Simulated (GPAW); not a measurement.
How far to go with the plane-wave cutoff: In (I4/mmm, 1 atom in the cell)

```xyz
1
Lattice="-1.6299 1.6299 2.4824 1.6299 -1.6299 2.4824 1.6299 1.6299 -2.4824" Properties=species:S:1:pos:R:3 pbc="T T T"
In     0.0000     0.0000     0.0000
```

Level of theory: PBE, GPAW PAW datasets PBE (gpaw-data 1.0.1) (plane waves; GPAW 25.7.0).

Base settings: mode = pw; ecut = 550 eV; xc = PBE; kpts = 5 5 5; mesh shift (steps) = 0 0 0; occupations.name = fermi-dirac; occupations.width = 0.1 eV; nbands = -9; symmetry.symmorphic = false; symmetry.tolerance = 0.0005.

The second cell is the first with its lattice scaled by 0.98.

The mesh stays at the base's, so the ladder's end is converged at best in this setting alone.

Only quantities that move along the ladder and can be compared are tabulated.

The count of work is k-points × plane waves × bands × iterations; it is no time. 

The starting cell has typed, rounded lattice constants, without a prior relaxation at this level. Its lattice was rescaled by up to half a per cent. Without a gap this mesh is coarse (it stands for a supercell whose shortest vector is 16 Å).

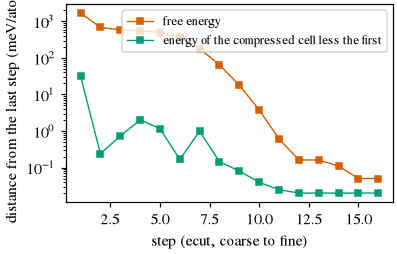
*Distance from the last step along the ladder; very small values are drawn at a floor.*

| ecut | free energy less the last step's (meV/atom) | energy of the compressed cell less the first (meV/atom) | pressure (GPa) | count of work / last |
|---|---|---|---|---|
| 190 eV | 1693.19 | 2.04 | -52.89 | 0.061 |
| 220 eV | 689.21 | 33.99 | -6.38 | 0.14 |
| 250 eV | 586.95 | 33.51 | 1.46 | 0.079 |
| 275 eV | 557.15 | 36.25 | 0.50 | 0.088 |
| 300 eV | 493.28 | 35.39 | -1.53 | 0.099 |
| 330 eV | 376.45 | 34.40 | -3.03 | 0.13 |
| 385 eV | 179.77 | 35.22 | -2.32 | 0.16 |
| 440 eV | 65.07 | 34.37 | -0.22 | 0.19 |
| 495 eV | 17.91 | 34.31 | 1.25 | 0.23 |
| 550 eV | 3.79 | 34.19 | 1.95 | 0.30 |
| 605 eV | 0.61 | 34.25 | 2.15 | 0.34 |
| 660 eV | 0.16 | 34.24 | 2.18 | 0.36 |
| 740 eV | 0.16 | 34.23 | 2.21 | 0.42 |
| 825 eV | 0.11 | 34.24 | 2.21 | 0.49 |
| 960 eV | 0.04 | 34.24 | 2.19 | 0.62 |
| 1100 eV | 0.02 | 34.23 | 2.20 | 0.76 |
| 1320 eV | 0.00 | 34.23 | 2.20 | 1.0 |

Coarsest ecut that holds the energy of the compressed cell less the first within 0.2 meV/atom of the last step, with all finer ones: 440 eV, at 0.19 of the last step's count of work; the step before is off by 0.99 meV/atom.

Coarsest ecut that holds the pressure within 0.2 GPa of the last step, with all finer ones: 605 eV, at 0.34 of the last step's count of work; the step before is off by 0.24 GPa.

Coarsest ecut that holds the free energy within 5 meV/atom of the last step, with all finer ones: 550 eV, at 0.30 of the last step's count of work; the step before is off by 18 meV/atom.

The energy difference between the two cells stays within 1 meV/atom of the last step's from 330 eV on, the total only from 605 eV on: much of the error is common to both cells and cancels.

At the lowest cutoff the pressure lies 55.1 GPa under the last step's, the usual sign of Pulay stress in an incomplete plane-wave basis.
